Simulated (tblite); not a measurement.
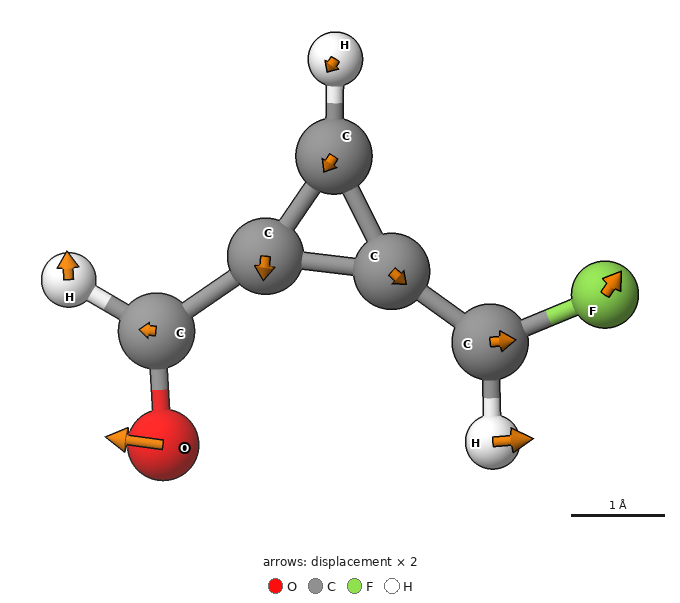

This is a relaxation of C5H3FO. The starting structure is drawn; orange arrows show the displacements, magnified 2 times. The two geometries are superimposed by the best rigid fit.

Style: ball-and-stick. Shown face on.

Theory: GFN2-xTB geometry optimisation, gas phase in tblite 0.8.0. 

**What happened in the run?**

Over 35 geometry steps the energy falls by 7.59 kcal/mol. The atom that moves furthest after the best rigid fit is the O atom (0.32 Å). By element the largest moves are O 0.32 Å, H 0.23 Å, F 0.16 Å, C 0.15 Å. Near-neighbour distances that change, for instance: C–C 1.374 → 1.465 Å, C–C 1.386 → 1.441 Å, C–O 1.230 → 1.206 Å, C–C 1.317 → 1.334 Å. Bond angles that change, for instance: C–C–C 139.0° → 148.6°, C–C–C 159.0° → 149.6°, C–C–H 152.2° → 146.5°.
